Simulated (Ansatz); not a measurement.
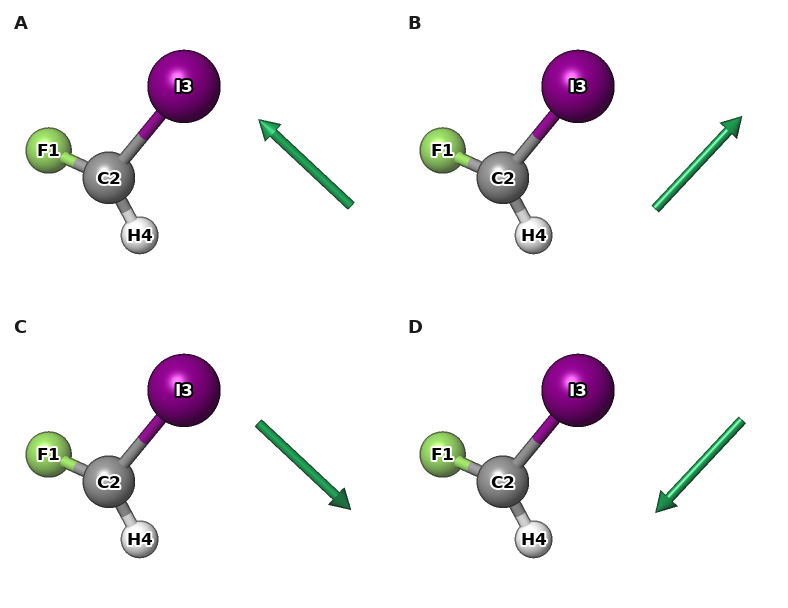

The same molecule four times, each with an arrow. Charge 0, doublet. The geometry was computed by an optimisation with PBE0-D4/def2-TZVP. No frequency run is at hand to confirm it as a minimum. Method: UKS PBE0-D4/def2-TZVP, core potentials on I (Ansatz 0.2.0).

Which arrow points along the dipole moment, from the negative to the positive end?

Answer. C. The dipole moment is 1.01 D; it points from the side of F1 to the side of H4 (the outermost atoms at the two ends).
